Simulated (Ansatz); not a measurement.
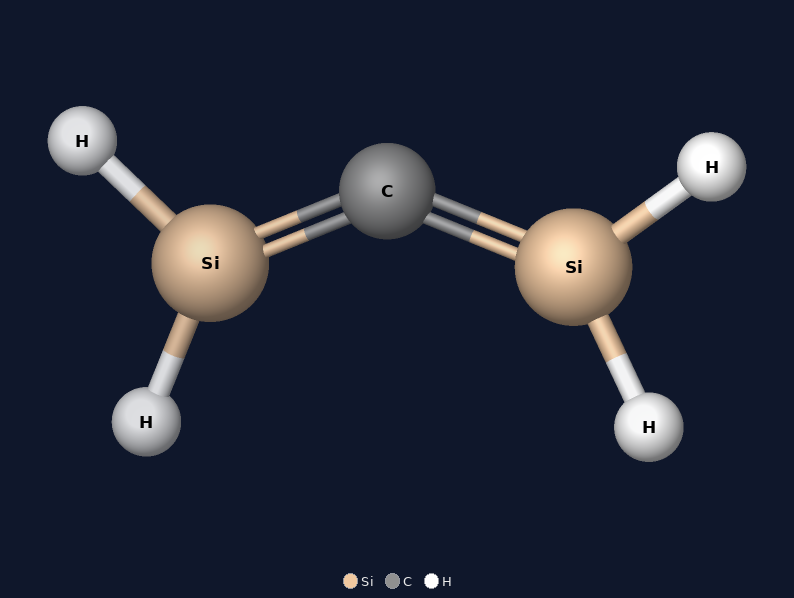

Geometry: a frame of the PBE0-D4/def2-SVP trajectory. Program: Ansatz 0.2.0.

Tabulate dipole (D) at these levels: PBE-D4/def2-TZVPP; PBE0-D4/def2-TZVPP; RHF-CCSD(T) (frozen core)/def2-TZVPP; r2SCAN-D4/def2-TZVPP; ωB97M-V/def2-TZVPP.

```
                               level  dipole (D)
                   PBE-D4/def2-TZVPP        1.65
                  PBE0-D4/def2-TZVPP        1.85
RHF-CCSD(T) (frozen core)/def2-TZVPP        1.82
                r2SCAN-D4/def2-TZVPP        1.76
                  ωB97M-V/def2-TZVPP        2.00
```
